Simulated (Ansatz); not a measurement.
Take CdSe in the zinc blende structure (space group F-43m, No. 216; a = 6.0820 Å) as the base.

One thing is altered: the cell is scaled by 1.0121 in all directions, atoms relaxed at fixed cell.

Level of theory: PBEsol (Ansatz, a program for electronic structure, PAW, scalar-relativistic without spin-orbit coupling), earlier PAW set.

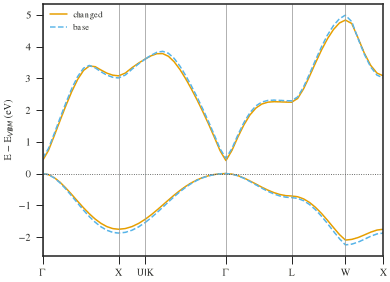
Fig. 1. Highest valence and lowest conduction band along the path, each from its own valence-band maximum

### Question
From the figure, how large is the changed gap, and is it direct?

### Answer
About 0.4 eV, direct at Γ.

The cells carry an imposed strain or load. No phonon test of stability was made.
